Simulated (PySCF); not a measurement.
**C2H6Cl2Zr (ZrMe2Cl2): density, localisation and related maps**

```yaml
atoms:
  - { symbol: Zr, position_ang: [-0.6930, 0.0087, -0.5615] }
  - { symbol: C, position_ang: [-0.7381, -0.0490, 1.6253] }
  - { symbol: H, position_ang: [-1.7591, 0.0535, 2.0338] }
  - { symbol: H, position_ang: [-0.1254, 0.7759, 2.0339] }
  - { symbol: H, position_ang: [-0.3178, -1.0026, 1.9940] }
  - { symbol: C, position_ang: [1.4346, 0.0154, -1.0471] }
  - { symbol: H, position_ang: [1.6034, -0.0647, -2.1355] }
  - { symbol: H, position_ang: [1.9358, -0.8399, -0.5584] }
  - { symbol: H, position_ang: [1.9113, 0.9467, -0.6922] }
  - { symbol: Cl, position_ang: [-1.5570, 2.0722, -1.2801] }
  - { symbol: Cl, position_ang: [-1.5965, -2.0018, -1.3814] }
```

Geometry: PBE0-D3(BJ)/def2-SVP; core potentials replace the inner electrons of Zr.

Method: wB97X-D/def2-SVPD, SCF density, gas phase, scalar-relativistic core potentials on the heavy atoms in PySCF.

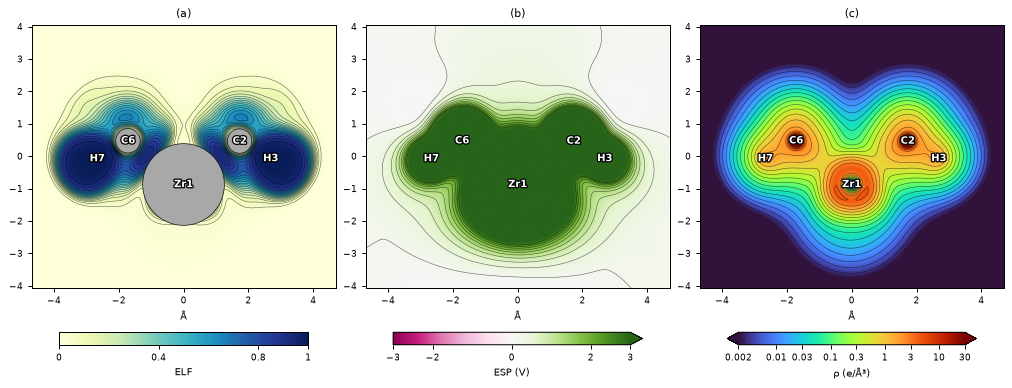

Figure 1. (a) ELF; (b) electrostatic potential; (c) electron density on the plane of atoms C2, Zr1 and C6. Grey discs cover the atomic cores in the ELF map.

**What do the fields say about this system?**

The section cuts through Zr, C and H sites. C–Zr (2.18 Å): ρ at the midpoint is about 0.78 e/Å³; the ELF peaks at about 0.95 in the valence shell of C, 0.7 Å from its nucleus, and is about 0.55 at the midpoint. C–H (1.10 Å): ρ is about 1.8 e/Å³ halfway; the ELF climbs to about 1 towards the hydrogen, as it does in any bond to H (an ordinary covalent bond to hydrogen). The potential has no marked negative region in this plane.

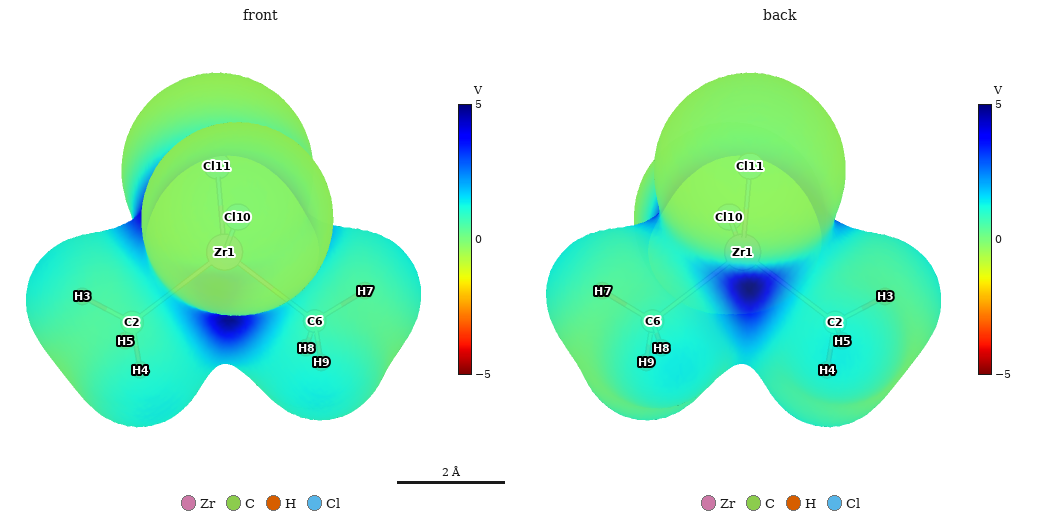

Figure 2. The electrostatic potential painted on the density surface at 0.004 e/bohr³, seen from the front and from behind; the colour scale runs from red (negative) to blue (positive).

**Where is the surface potential most negative and most positive?**

The most negative region (about −0.4 V) lies over Cl10 and Cl11, the most positive (about +4.5 V) over Zr1.

**What dipole moment does the calculation give?**

Its dipole moment is 1.84 D.
